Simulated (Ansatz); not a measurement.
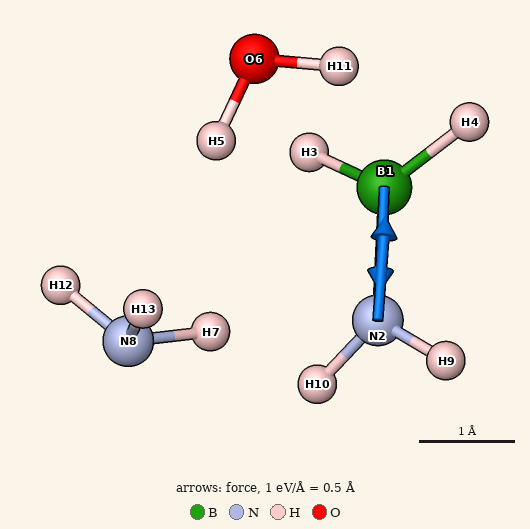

Starting geometry of BN2H9O with the computed forces as blue arrows. The picture is a ball-and-stick view, seen from a free direction.

The run prepares an end point of a later path (reaction) calculation, from a guessed geometry.

The calculation used Ansatz, RKS B3LYP/def2-SVP. Set-up: no spin polarisation; force threshold 0.03 eV/Å; at most 50 steps.

What follows when this structure is relaxed?

Answer. It isn't relaxed: the largest force vector, on B atoms, is 2.35 eV/Å. The final displacements have little in common with the starting forces (cosine between the two patterns 0.08). Over 14 accepted moves (16 points after the start) the energy falls by 0.112 eV. The largest force component goes from 2.2 to 0.025 eV/Å. The line search rejected the trial steps at points 6, 13 of the run. The forces were under the threshold at step 10, but the run went on from there. The largest moves after the best rigid fit, 0.41 Å, are those of H3 and H11. By element the largest moves are H 0.41 Å, O 0.31 Å, N 0.19 Å, B 0.17 Å. Among the contacts that change: B1–N2 1.473 → 1.398 Å, B1–H4 1.205 → 1.210 Å.
